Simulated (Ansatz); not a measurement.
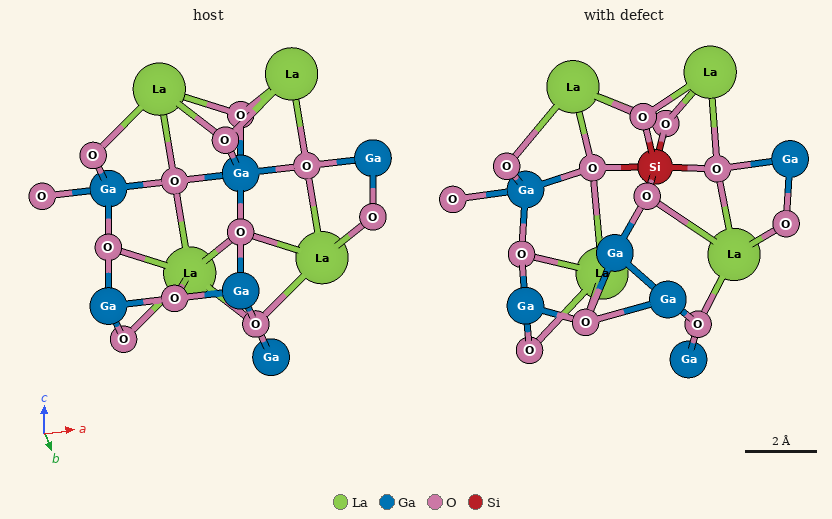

Left: perfect LaGaO3. Right: the same region with a pair of point defects, after relaxing the atoms in a supercell of 40 sites. Style: ball-and-stick. Shown: the atoms within 5.2 Å of one point, in a slice 3.4 Å thick across the line of sight, from a free direction.

These are results of DFT, PBEsol, PAW, plane waves in Ansatz, not measurements. Settings: plane-wave cutoff 420 eV; k-point mesh 1 × 1 × 1; mesh shifted by (0.25, 0.25, 0.25); collinear spin. Fermi-Dirac smearing of 0.01 eV. A uniform background neutralises the charged cell. The axes drawn are those of the host's conventional cell.

> Which defect is it?

A gallium atom is replaced by silicon and an extra gallium atom is put between the host's atoms (an interstitial), the two sites 2.7 Å apart.

The charge state of the cell is −1.

> How does the lattice respond?

In the host the Ga atom has 6 O at 1.93 Å; the Si atom ends with 6 O at 1.72 to 1.86 Å. The Ga atom starts with 4 O at 1.93 Å, 2 La at 1.93 Å around its place and ends with 2 O at 1.93 to 2.23 Å, 1 Ga at 2.18 Å. Of the host's atoms, an oxygen atom moves furthest from its site, by 1.21 Å. The Si atom itself moves 0.20 Å from where it was put. The Ga atom itself moves 0.87 Å from where it was put. The cell's net moment is 1.00 μB.

Limits of the set-up: the periodic images lie only 7.7 Å apart, so the values are limited by the cell's size; the cell is charged, on a uniform background, and energies carry no finite-size correction.
